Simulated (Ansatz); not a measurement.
Ligand exchange: C2H5ClSi2 + MgH(OH) → C2H6OSi2 + MgHCl

Species: C2H5ClSi2 `[SiH3]C#C[SiH2]Cl`, singlet; MgH(OH), singlet; C2H6OSi2 `O[SiH2]C#C[SiH3]`, singlet; MgHCl `[MgH][Cl]`, singlet. The partners trade Cl for OH: Si–Cl and Mg–OH bonds give way to Si–OH and Mg–Cl.

Shapes, held fixed at every level: PBE0-D4/def2-TZVP. Flexible molecules stand in one conformer, not always the lowest. Programs: Ansatz 0.2.0. Electronic energies: no zero-point or thermal term.

| level | kind | ΔE (kJ/mol) | less CCSD(T)/def2-TZVPP |
| --- | --- | --- | --- |
| HF/def2-SVP | Hartree–Fock | -93.1 | -10.8 |
| HF/def2-TZVPP | Hartree–Fock | -102.3 | -20.0 |
| PBE-D4/def2-TZVPP | GGA | -74.5 | +7.8 |
| BHLYP-D4/def2-TZVPP | global hybrid | -87.5 | -5.2 |
| wB97M-V/def2-TZVPP | range-separated hybrid | -81.2 | +1.1 |
| wB97X-V/def2-TZVPP | range-separated hybrid | -81.7 | +0.6 |
| MP2/def2-SVP | perturbation theory | -73.1 | +9.2 |
| CCSD(T)/def2-TZVPP | coupled cluster or CI | -82.3 | 0.0 |

The highest level, CCSD(T)/def2-TZVPP, gives ΔE = -82.3 kJ/mol; the levels span -102.3 to -73.1. The column of differences is taken from that level and isn't an error. No measured value is set beside it here. Outer-core shells of Mg are correlated in most correlated rows, in sets that cover them unevenly.

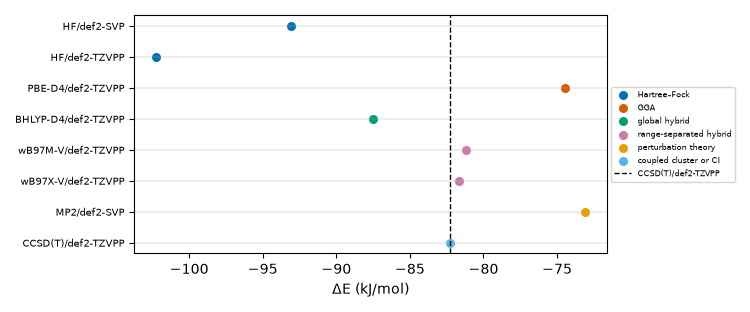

The values of the table, level by level.
